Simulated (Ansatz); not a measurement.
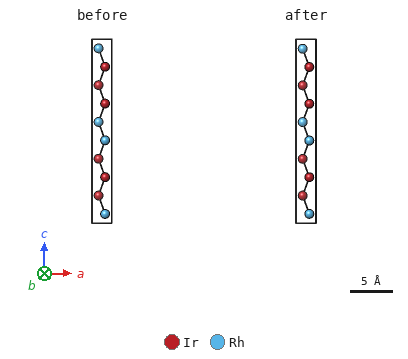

The structure of crystalline Ir3Rh2 (a generated structure, set up in P6_3/mmc) (coarse preliminary run) before (left) and after (right) a relaxation, at one scale.

Style: ball-and-stick. Shown: the cell of the calculation, along the b axis.

Computed with DFT PBE, scalar-relativistic, plane waves, PAW (Ansatz). Set-up: plane-wave cutoff 420 eV; k-point mesh 6 × 6 × 1; occupations gaussian; smearing width 0.1 eV; no spin polarisation; cell and atoms relaxed; force threshold 0.04 eV/Å; at most 70 steps.

Q: What changed between the two?

A: After 2 accepted moves (4 points after the start) the energy has fallen by 19.1 meV per atom. The largest force component goes from 0.12 to 0.019 eV/Å. The pressure goes from 10.79 to −0.18 GPa. The line search rejected the trial step at point 1 of the run. The SCF was repeated once at an unchanged geometry on a basis and grid sized afresh for the cell, which shifted the energy by 0.2 meV per atom at most. The largest moves relative to the cell, 0.008 Å, are those of Rh atoms. Ir stays in place. The volume changes by +3.4 %, with a = b 2.710 → 2.758 Å (+1.8 %), c 21.936 → 21.902 Å (−0.2 %). Near-neighbour distances that change, for instance: Rh–Rh 2.710 → 2.758 Å, Ir–Ir 2.710 → 2.758 Å, Rh–Rh 2.695 → 2.721 Å, Ir–Ir 2.695 → 2.708 Å. The space group stays P6_3/mmc (No. 194). The run took 30 s on 1 thread of Arm Neoverse V2, with other jobs on the host, peak memory 0.45 GiB.

Limits of the set-up: the k-point mesh is coarse for a cell with partly filled bands.
